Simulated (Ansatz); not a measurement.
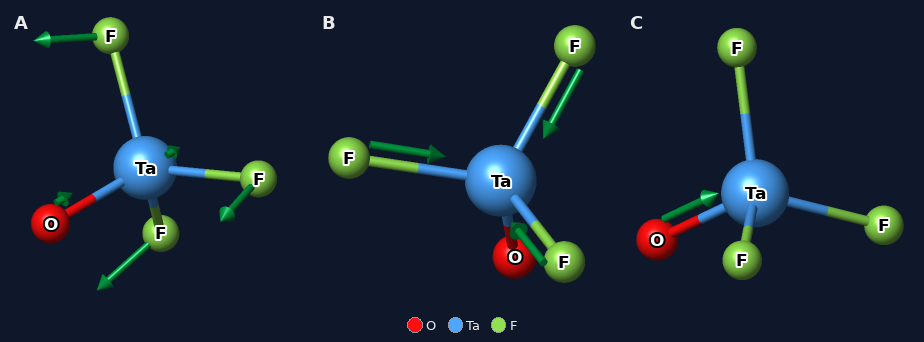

3 normal modes of one molecule or complex, as arrows. Charge 0, singlet. Harmonic vibrations computed with RKS PBE0-D4/def2-TZVP, core potentials on Ta (Ansatz 0.2.0) at a stationary point of the same level.

### Match the panels to the wavenumbers 197 cm⁻¹, 698 cm⁻¹, 1038 cm⁻¹.

A: 197 cm⁻¹, angle bending
B: 698 cm⁻¹, in-phase stretching of 3 Ta–F bonds
C: 1038 cm⁻¹, Ta–O stretching
